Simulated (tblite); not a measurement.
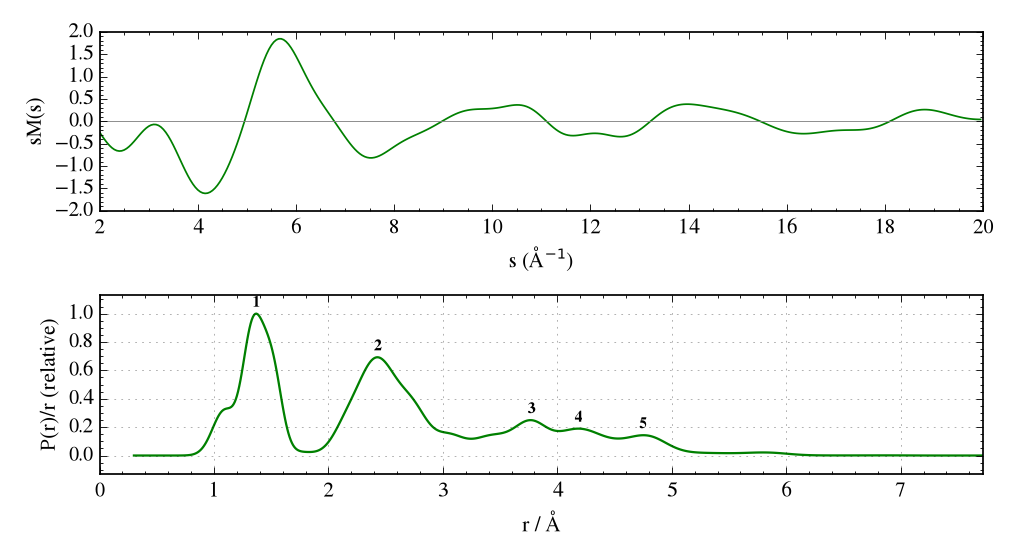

Simulated gas electron diffraction: reduced molecular intensity sM(s) from the Debye equation in the first Born approximation (top) and the radial distribution curve (bottom) of C₈H₁₂N₂. Each pair of atoms contributes with weight ZᵢZⱼ/r; damping constant 0.002 Å²; vibrational amplitudes assumed, not computed: 0.05 Å for bonds, 0.078 Å for bonds to H, 0.06 + 0.015 r up to 0.15 Å for other pairs. The geometry is the end point of an optimisation (GFN2-xTB geometry optimisation, gas phase in tblite 0.8.0); it may be a saddle point or a higher isomer.

Which pairs of atoms lie under the numbered peaks? Mark bonded pairs by – and others by ···.

Answer. Peak 1, 1.37 Å: N–N 1.30 Å, N–C 1.32 Å (×2), C–C 1.38–1.53 Å (×7), not resolved; in its flanks C–H 1.08–1.09 Å
Peak 2, 2.43 Å: N···C 2.26–2.39 Å (×5), C···C 2.37–2.66 Å (×9), not resolved; in its flanks C···H 2.13–3.24 Å, N···C 2.71–3.05 Å
Peak 3, 3.77 Å: N···C 3.62–3.77 Å (×2), N···H 3.66–3.87 Å (×4), C···C 3.72–3.83 Å (×4), C···H 3.73–3.98 Å (×4), not resolved; in its flanks C···H 3.27–3.47 Å, C···C 3.43 Å
Peak 4, 4.18 Å: N···H 4.02–4.43 Å (×6), C···H 4.03–4.41 Å (×11), N···C 4.04–4.25 Å (×3), C···C 4.16–4.33 Å (×2), not resolved
Peak 5, 4.75 Å: C···H 4.55–4.98 Å (×16), C···C 4.55–4.85 Å (×4), N···H 4.73–5.09 Å (×4), not resolved
